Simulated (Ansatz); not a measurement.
```
Sn Se S
1.0
     4.17460    0.00000    0.00000
    -2.08730    3.61531    0.00000
     0.00000    0.00000   40.87890
Sn Se S
12 3 9
Direct
  0.33333 0.66667 0.28912
  0.00000 0.00000 0.62246
  0.66667 0.33333 0.95579
  0.66667 0.33333 0.20748
  0.33333 0.66667 0.54082
  0.00000 0.00000 0.87415
  0.00000 0.00000 0.12585
  0.66667 0.33333 0.45918
  0.33333 0.66667 0.79252
  0.33333 0.66667 0.04421
  0.00000 0.00000 0.37755
  0.66667 0.33333 0.71088
  0.00000 0.00000 0.00000
  0.66667 0.33333 0.33333
  0.33333 0.66667 0.66667
  0.00000 0.00000 0.24835
  0.66667 0.33333 0.58168
  0.33333 0.66667 0.91502
  0.33333 0.66667 0.16667
  0.00000 0.00000 0.50000
  0.66667 0.33333 0.83333
  0.66667 0.33333 0.08498
  0.33333 0.66667 0.41832
  0.00000 0.00000 0.75165
```

Space group R-3m; a structure generated by program, which may or may not match a known phase.

Method: DFT PBE, scalar-relativistic, plane waves, PAW in Ansatz.

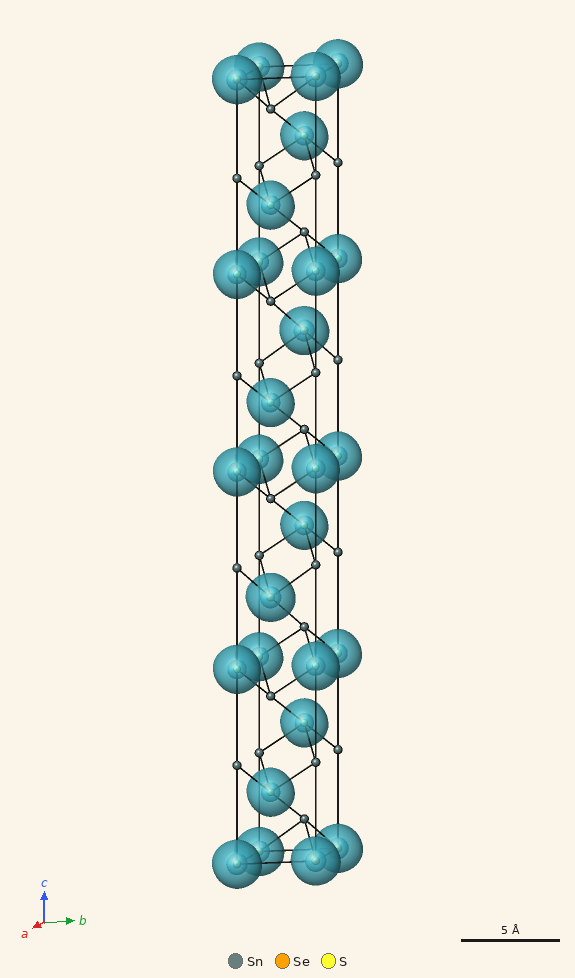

Sn$_{4}$SeS$_{3}$. Isosurface of the electron localisation function at 0.65 (cyan), seen slightly off an axis. Core shells and regions of very low density are left out. Sticks mark near contacts.

Core electrons are frozen (PAW), and the valence fields are smoothed inside the atomic spheres.

Question: Describe the localisation domains.

Answer: The surface consists of nine regions wrapped around S (the valence shell of each) and three regions wrapped around Se (the valence shell of each), counted in one cell of 24 atoms. Regions shared between cells count once.

Values along the shortest contacts:
Sn–S (2.93 Å): the ELF peaks at about 0.85 in the valence shell of S, 0.8 Å from its nucleus, and drops to about 0.30 between the two atoms. Sn–Se (3.01 Å): the ELF is about 0.40 at the midpoint.
